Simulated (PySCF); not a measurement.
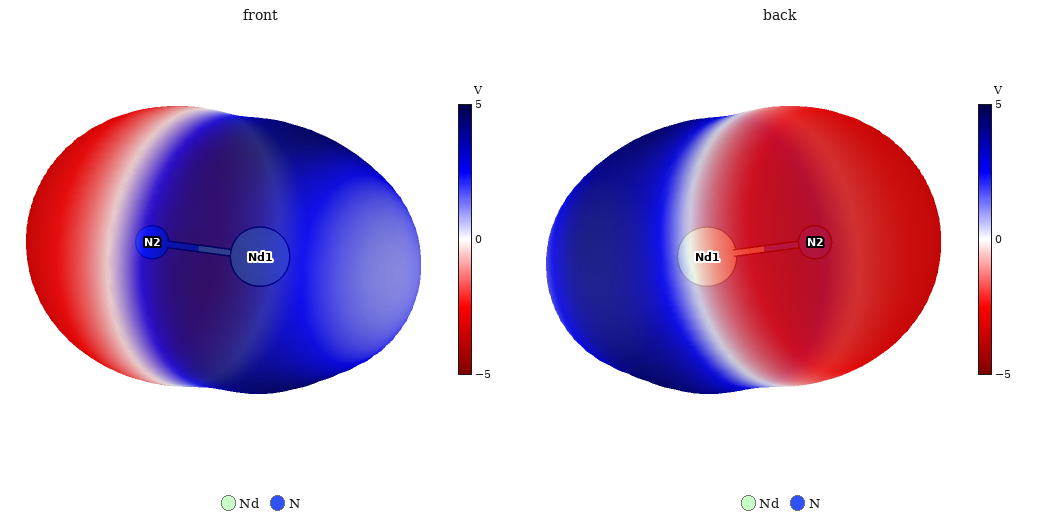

The picture shows: NdN (quartet). The electrostatic potential painted on the density surface at 0.004 e/bohr³, seen from the front and from behind; the colour scale runs from red (negative) to blue (positive).

Level of theory: PBE0/x2c-SVPall, spin-free X2C-1e, Gaussian nucleus, at a bond length of 1.730 Å in PySCF 2.14.0.

```xyz
2

Nd    0.0000    0.0000   -0.1554
N     0.0000    0.0000    1.5746
```

Q: Which sites attract a positive test charge, and which a negative one?

A: A positive charge is drawn to the negative regions and a negative charge to the positive ones. The most negative region (about −3.4 V) lies over N2, the most positive (about +4.6 V) over Nd1. N2 is the likeliest acceptor of a hydrogen bond.
